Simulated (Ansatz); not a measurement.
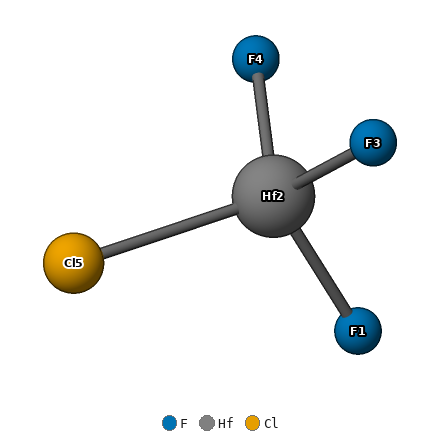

The system is ClF₃Hf, SMILES [F][Hf]([F])([F])[Cl]; the picture shows the reference structure. The first coordinate is: bond length F1–Hf2; the second: bond length Hf2–F3. Nothing is relaxed (all other coordinates rigid). The grid has 7 × 7 points. Points are written as (first, second). Energies: kJ/mol, counted from the lowest grid point. The reference is spin-restricted, which grows unreliable where a bond is stretched far. Level of theory: Ansatz, RKS PBE0-D4/def2-TZVP.

Its coordinates:

```yaml
atoms:
  - { symbol: F, position_ang: [-0.6718, -0.5157, 1.7143] }
  - { symbol: Hf, position_ang: [0.0158, -0.0911, 0.0047] }
  - { symbol: F, position_ang: [1.8277, -0.6267, -0.0747] }
  - { symbol: F, position_ang: [-0.9613, -1.0483, -1.3011] }
  - { symbol: Cl, position_ang: [-0.1605, 2.2082, -0.3846] }
```

Range: bond length F1–Hf2 from 1.551 to 2.837 Å; bond length Hf2–F3 from 1.626 to 2.647 Å.

Q: What landscape does the calculation give?

A: The lowest grid point is at (1.979 Å, 1.967 Å). The bottom of the well lies between grid points, at about (1.887 Å, 1.889 Å), about 18 kJ/mol lower on the interpolated surface. It is the only kind of minimum in the scanned range. The highest grid point, (2.837 Å, 2.647 Å), lies 624 kJ/mol above the lowest. Round the minimum the two coordinates are weakly coupled (coupling 0.05 in units of the two stiffnesses).

| bond length Hf2–F3 ↓, bond length F1–Hf2 → | 1.551 | 1.765 | 1.979 | 2.194 | 2.408 | 2.622 | 2.837 |
| --- | --- | --- | --- | --- | --- | --- | --- |
| 2.647 | 501 | 264 | 262 | 342 | 441 | 537 | 624 |
| 2.477 | 437 | 197 | 193 | 270 | 367 | 462 | 548 |
| 2.307 | 370 | 126 | 119 | 195 | 290 | 383 | 468 |
| 2.137 | 309 | 60 | 50 | 122 | 216 | 307 | 391 |
| 1.967 | 269 | 15 | 0 | 69 | 160 | 250 | 332 |
| 1.796 | 288 | 26 | 5 | 70 | 158 | 245 | 325 |
| 1.626 | 439 | 166 | 138 | 198 | 281 | 365 | 443 |

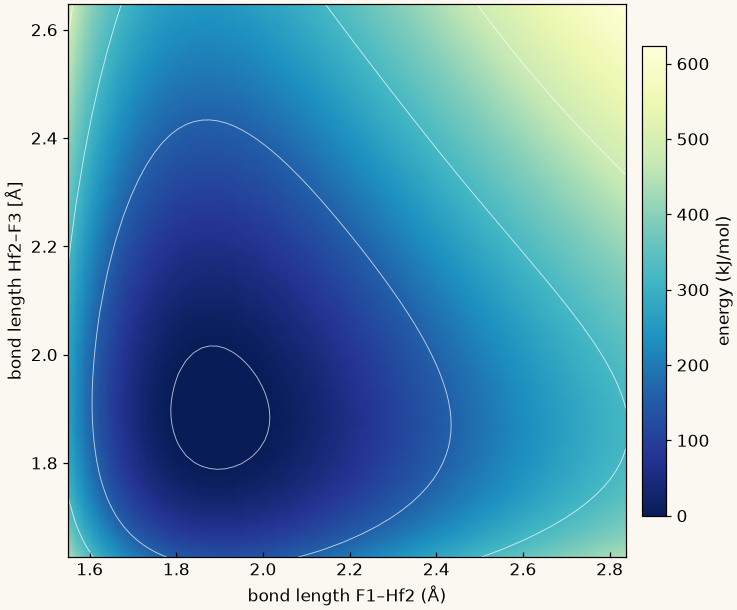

In the figure: a smooth colour map with a few white contour lines. Between grid points the surface is interpolated.

Each point was launched as `ansatz run input.yaml --threads 1 --pin off --max-ram 2560MiB --backend cpu --events-out ev --progress --plain --runs-dir out`. Time for the 49 points that were run: 7.4 min on 1 thread of Arm Neoverse V1, on a shared host.
